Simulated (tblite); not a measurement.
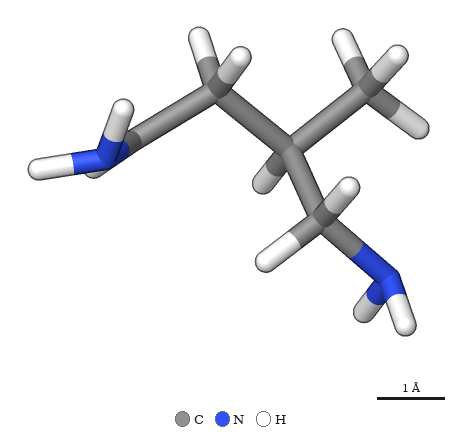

This is the input geometry for a relaxation of C₅H₁₃N₂ (multiplicity 2). Style: stick. Shown at a tilt.

Computed with GFN2-xTB geometry optimisation, gas phase in tblite 0.8.0.

```xyz
20

C    -1.6333   -1.3738    0.0719
C    -0.5964   -0.3229   -0.3407
C    -0.7056    0.9504    0.5208
N    -2.0299    1.5880    0.3672
C     0.8118   -0.9531   -0.1936
C     1.8959   -0.0800   -0.7555
N     2.8599    0.5955    0.1269
H    -1.5242   -2.2790   -0.5182
H    -1.5392   -1.6458    1.1306
H    -2.6628   -1.0009   -0.0866
H    -0.7658   -0.0721   -1.3872
H     0.0381    1.6839    0.2212
H    -0.5529    0.7236    1.5855
H    -2.0373    2.4458    0.9107
H    -2.1717    1.8597   -0.5950
H     0.8409   -1.8995   -0.7381
H     1.0200   -1.1905    0.8523
H     1.9304    0.0980   -1.8248
H     3.7369    0.8230   -0.3287
H     3.0800    0.0602    0.9782
```

Predict the outcome.

Answer. Over 87 geometry steps the energy falls by 6.01 kcal/mol. The largest move after the best rigid fit is that of H20, 0.45 Å. Largest moves by element: H 0.45 Å, N 0.25 Å, C 0.14 Å. Among the contacts that change: C6–N7 1.471 → 1.401 Å, C5–C6 1.501 → 1.480 Å, C1–H10 1.106 → 1.086 Å, C3–N4 1.478 → 1.458 Å. Bond angles that change, for instance: N4–C3–H12 107.1° → 113.0°, N7–C6–H18 119.7° → 114.9°, H19–N7–H20 107.7° → 112.0°.

Step by step:

```tsv
step	E − E(0), kcal/mol
0	0.00
1	-2.66
2	-3.59
3	-4.11
4	-4.47
5	-4.76
6	-4.90
7	-4.99
8	-5.06
9	-5.12
10	-5.17
14	-5.36
18	-5.54
22	-5.60
26	-5.65
30	-5.69
34	-5.74
38	-5.79
42	-5.84
46	-5.89
51	-5.93
55	-5.95
59	-5.95
63	-5.97
67	-5.98
71	-6.00
75	-6.00
79	-6.01
83	-6.01
87	-6.01
```

The structure at the end:

```xyz
20

C    -1.6433   -1.3517    0.0968
C    -0.5589   -0.3670   -0.3267
C    -0.6296    0.8978    0.5302
N    -1.8972    1.5851    0.3143
C     0.8424   -1.0233   -0.2289
C     1.9517   -0.2053   -0.7687
N     2.6304    0.6867    0.0723
H    -1.6859   -2.2001   -0.5824
H    -1.4444   -1.7218    1.1004
H    -2.6069   -0.8498    0.1004
H    -0.7279   -0.0818   -1.3714
H     0.2448    1.5291    0.3073
H    -0.5864    0.6209    1.5880
H    -1.9399    2.4234    0.8840
H    -1.9706    1.8702   -0.6577
H     0.7927   -1.9647   -0.7861
H     1.0382   -1.2609    0.8205
H     1.9472    0.0688   -1.8105
H     3.5111    1.0118   -0.3044
H     2.7272    0.3431    1.0196
```

After the run, drawn alike:

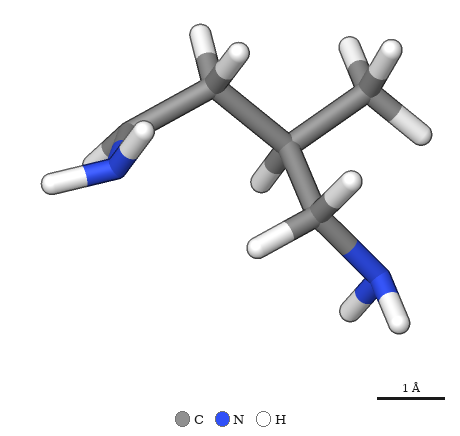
